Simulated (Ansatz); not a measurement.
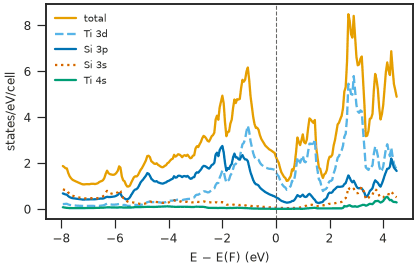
Figure. Total and projected density of states of TiSi₂ in space group Fddd (No. 70; Si on 16f, Ti on 8a), the program Ansatz at the PBEsol level (PAW)

**Question.** Which orbitals carry the states next to the Fermi level?

**Answer.** Within 0.5 eV of the Fermi level: Ti 3d 68 %, Si 3p 24 %. Projections are on Löwdin-orthogonalised atomic valence shells; empty p or d shells of many metals are not among them.

**Question.** Where is the tallest occupied peak in this window, and what makes it?

**Answer.** Near -1.0 eV, about 6.2 states/eV per cell; the largest projected share is Ti 3d.

The cell was relaxed with PBEsol under the symmetry of its start. No spin polarisation was allowed.

Potentials: the later of the program's two PAW sets.
